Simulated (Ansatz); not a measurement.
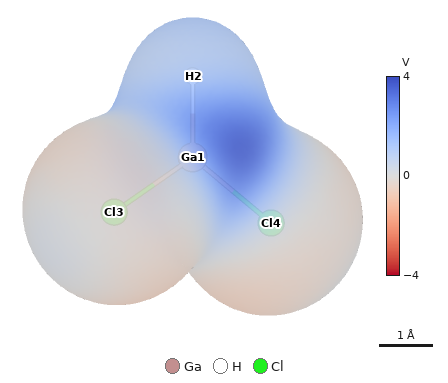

The picture shows: Cl2GaH. The molecular electrostatic potential painted on the density surface at 0.004 e/bohr³, seen at a tilt; the colour scale runs from red (negative) to blue (positive).

The calculation used Ansatz 0.2.0, RKS LDA/def2-SVP.

**Where is the surface potential most negative and most positive?**

The most negative region (about −0.5 V) lies over Cl3 and Cl4, the most positive (about +3.5 V) over Ga1. Cl3 shows a σ-hole: about +0.2 V at the tip opposite its bond, against about −0.3 V on its flanks. Cl4 shows a σ-hole: about +0.2 V at the tip opposite its bond, against about −0.3 V on its flanks.
